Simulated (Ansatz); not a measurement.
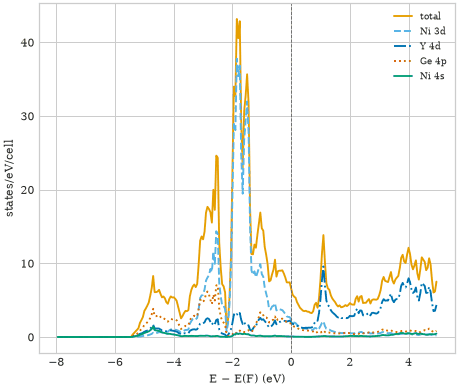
*Total and projected density of states of YNiGe in space group Pnma (No. 62; Y on 4c, Ni on 4c, Ge on 4c), DFT-r²SCAN in the program Ansatz with PAW potentials*

**Question.** Which orbitals carry the states next to the Fermi level?

**Answer.** Within 0.5 eV of the Fermi level: Ni 3d 38 %, Y 4d 28 %, Ge 4p 27 %. Projections are on Löwdin-orthogonalised atomic valence shells; empty p or d shells of many metals are not among them.

**Question.** Where is the tallest occupied peak in this window, and what makes it?

**Answer.** Near -1.8 eV, about 43 states/eV per cell; the largest projected share is Ni 3d.

The workflow started from a Materials Project entry (that database holds measured and hypothetical structures alike); the Crystallography Open Database copy checked does not list it. With Ni and Ge taken as one species the cell has the higher symmetry Imma, so it may be an ordered model of a mixed-site phase. Whether it is the stable phase at ambient conditions was not checked. Symmetry was held in the r²SCAN relaxation; its stability against distortions is not shown here. The run is not spin-polarised. Spin–orbit coupling is left out wherever it is not named.

Potentials: the earlier of the program's two PAW sets.
